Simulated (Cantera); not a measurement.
A closed system holds: 1 mol HgO, a varied amount of N2, at 1323.15 K and 9.20 bar.

Method: chemical equilibrium by Gibbs-energy minimisation in Cantera with the NASA 1993 tables (ideal gas, pure condensed phases). Candidate condensed phases: Hg, HgO; 10 gas species. Equilibrium is a limit: real reactors are often held back by kinetics, nucleation or transport.

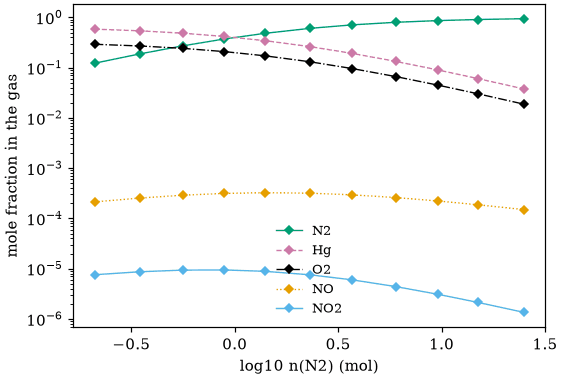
Figure: Equilibrium gas composition (values under 1e-9 drawn at 1e-9)

**Question.** Read off the mole fractions at 0.56 mol N2.

**Answer.** Hg about 0.49, N2 about 0.27, O2 about 0.24, NO about 0.00029, NO2 about 9.4e-6.
